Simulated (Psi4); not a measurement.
# BNH4 (BH2(NH2)), run twice

Aim: the energy of BNH4 (BH2(NH2)) at SCS-DLPNO-MP2/cc-pVTZ (density fitting, density fitting for correlation, pno convergence loose).

Program for the calculation: Psi4 1.11.

2 further runs of the same task are left out: 2 set aside as unsound or not needed.

## (1) Starting point

BNH4: 6 atoms, total charge 0, spin state singlet. SMILES: `[H]B([H])N`. Geometry: relaxed at GFN2-xTB (4 decimals).

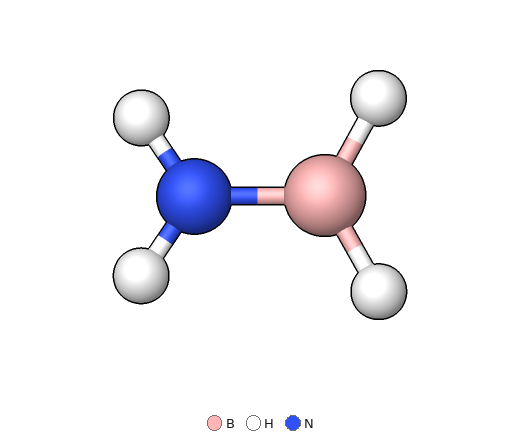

Viewed from a chosen angle; boron pink, hydrogen white, nitrogen blue.

## (2) Try one

Input file bh4n.sdf:

```

     RDKit          3D

  6  5  0  0  0  0  0  0  0  0999 V2000
    0.3419    0.5951    0.0037 B   0  0  0  0  0  0  0  0  0  0  0  0
    1.3301    0.6743    0.6274 H   0  0  0  0  0  0  0  0  0  0  0  0
   -0.0786    1.4968   -0.6141 H   0  0  0  0  0  0  0  0  0  0  0  0
   -0.3454   -0.5987   -0.0039 N   0  0  0  0  0  0  0  0  0  0  0  0
   -1.1993   -0.7506   -0.5151 H   0  0  0  0  0  0  0  0  0  0  0  0
   -0.0488   -1.4170    0.5020 H   0  0  0  0  0  0  0  0  0  0  0  0
  2  1  1  0
  3  1  1  0
  4  1  1  0
  5  4  1  0
  6  4  1  0
M  END
$$$$
```

Input file job.py:

```python
import psi4
from rdkit import Chem

psi4.set_memory(1600000000)
psi4.set_num_threads(1)
psi4.set_output_file('bh4n.out', False)

rd = Chem.SDMolSupplier('bh4n.sdf', removeHs=False, sanitize=False)[0]
xyz = rd.GetConformer().GetPositions()
atoms = '\n'.join(f'{a.GetSymbol()} {x:.4f} {y:.4f} {z:.4f}' for a, (x, y, z) in zip(rd.GetAtoms(), xyz))
mol = psi4.geometry('1 1\n' + atoms + '\nsymmetry c1\nno_reorient\nno_com')

psi4.set_options(dict(reference='rhf', scf_type='df', freeze_core=True, pno_convergence='loose'))

e_tot = psi4.energy("scs-dlpno-mp2/cc-pVTZ")
print(f'scs-dlpno-mp2/cc-pVTZ energy: {e_tot:.10f} Eh')
```

Run with:

```sh
$ python job.py
```

bh4n.out:

```text
-----------------------------------------------------------------------
                               Psi4 1.11 release

    h
    h
    h

    -----------------------------------------------------------------------

    Memory:     1.5 GiB
    Threads:    1
                ecpint, einsums, f̶o̶r̶t̶e̶, gauxc, gcp, g̶d̶m̶a̶, geometric, g̶p̶u̶_̶d̶f̶c̶c̶,
                i̶n̶t̶e̶g̶r̶a̶t̶o̶r̶x̶x̶, i̶p̶i̶, libefp, m̶d̶i̶, m̶p̶2̶d̶, m̶r̶c̶c̶, ooo,
                o̶p̶e̶n̶f̶e̶r̶m̶i̶o̶n̶p̶s̶i̶4̶, pcmsolver, p̶s̶i̶4̶f̶o̶c̶k̶c̶i̶, p̶s̶i̶x̶a̶s̶,
                p̶y̶e̶i̶n̶s̶u̶m̶s̶, r̶e̶s̶p̶, s̶i̶m̶i̶n̶t̶, s̶n̶s̶m̶p̶2̶,
                v̶2̶r̶d̶m̶_̶c̶a̶s̶s̶c̶f̶
```

The script printed:

```text
Traceback (most recent call last):
  File "job.py", line 11, in <module>
    mol = psi4.geometry('1 1\n' + atoms + '\nsymmetry c1\nno_reorient\nno_com')
qcelemental.exceptions.ValidationError: Inconsistent or unspecified chg/mult: sys chg: None, frag chg: [1.0], sys mult: None, frag mult: [1]
```

Run time: 0.82 s. Hardware: 1 thread of Intel Xeon Platinum 8488C (Sapphire Rapids), shared host; peak memory 0.16 GiB.

## (3) What went wrong

The program refused the input.

The telling line is `qcelemental.exceptions.ValidationError: Inconsistent or unspecified chg/mult: sys chg: None, frag chg: [1.0], sys mult: None, frag mult: [1]`. Cause: charge and multiplicity as typed don't fit the electron count or the species meant. To mend it: charge 0 in place of 1. That is the species meant; for the charge typed, the multiplicity would have to change.

## (4) The mended input

bh4n.sdf is that of step 2.

Input file run.py:

```python
import psi4
from rdkit import Chem

psi4.set_memory('1600 MB')
psi4.set_num_threads(1)
psi4.set_output_file('psi4.out', False)

rd = Chem.SDMolSupplier('bh4n.sdf', removeHs=False, sanitize=False)[0]
xyz = rd.GetConformer().GetPositions()
atoms = '\n'.join(f'{a.GetSymbol()} {x:.4f} {y:.4f} {z:.4f}' for a, (x, y, z) in zip(rd.GetAtoms(), xyz))
mol = psi4.geometry('0 1\n' + atoms + '\nsymmetry c1\nno_reorient\nno_com')

psi4.set_options({
    'reference': 'rhf',
    'scf_type': 'df',
    'freeze_core': True,
    'pno_convergence': 'loose',
})

E = psi4.energy('scs-dlpno-mp2/cc-pVTZ')
print('E =', round(E, 9))
```

Run with:

```sh
$ python run.py
```

psi4.out:

```text
[...]
  Running in c1 symmetry.
[...]
  Nuclear repulsion =   32.535995013667282
[...]
  Multiplicity = 1
[...]
  Nalpha       = 8
  Nbeta        = 8
[...]
    Number of basis functions: 116
[...]
   @DF-RHF iter   1:   -81.44533905980384   -7.14893e-01   3.57578e-03 ADIIS/DIIS
[...]
    Orbital Energies [Eh]
    ---------------------
    Doubly Occupied:
       1A    -15.553559     2A     -7.573609     3A     -1.160909
       4A     -0.719781     5A     -0.681967     6A     -0.556851
       7A     -0.465621     8A     -0.439674
[...]
  @DF-RHF Final Energy:   -81.52609318369814
   => Energetics <=
    Nuclear Repulsion Energy =             32.5359950136672822
    One-Electron Energy =                -173.8202328394214362
    Two-Electron Energy =                  59.7581446420560241
    Total Energy =                        -81.5260931836981371
[...]
 Multipole Moments:
 ------------------------------------------------------------------------------------
     Multipole            Electronic (a.u.)      Nuclear  (a.u.)        Total (a.u.)
 ------------------------------------------------------------------------------------
 L = 1.  Multiply by 2.5417464519 to convert [e a0] to [Debye]
 Dipole X            :          0.9851658           -1.3320679           -0.3469021
 Dipole Y            :          1.6888143           -2.2901591           -0.6013448
 Dipole Z            :          0.0125864           -0.0162516           -0.0036652
 Magnitude           :                                                    0.6942406
[...]
  @LMP2 iter   5:  -0.327181099762 -6.323e-09  2.026e-07
[...]
```

Standard output:

```text
E = -81.859381418
```

It took 2.1 s on 1 thread of Intel Xeon Platinum 8488C (Sapphire Rapids), shared host; peak memory 0.26 GiB.

## (5) What came out

Level: SCS-DLPNO-MP2/cc-pVTZ (density fitting, density fitting for correlation, pno convergence loose).

| quantity | value |
| --- | --- |
| total energy | -81.85938 Eh |
| HOMO energy (Hartree–Fock orbitals) | -11.96 eV |
| LUMO energy (Hartree–Fock orbitals) | 3.69 eV |
| HOMO–LUMO gap (Hartree–Fock orbitals) | 15.65 eV |
| correlation energy (2 core orbitals frozen) | -333.3 mEh |
